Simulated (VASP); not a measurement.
Band structure of In₃Pt (space group Pm-3m). Calculation: PBE GGA, VASP's PBE PAW potentials (set 64) (plane waves; VASP).

Unless said otherwise, spin-orbit coupling is left out, though it shifts the bands of the heavy elements here.

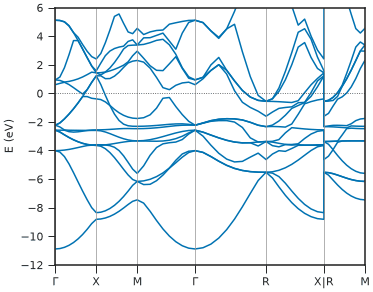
Figure: Bands along high-symmetry lines, zero at the valence-band maximum or, without a gap, the Fermi level

Task: Read the plot: is there a gap, and where are the band edges?

Result: It has no gap at this level: it comes out as a metal or semimetal.

The structure was generated: In3Pt was put into an ordered model structure, which need not be its known phase. The cell was not relaxed at this level. The electron count is odd and the run is not spin-polarised, which forces a metal.
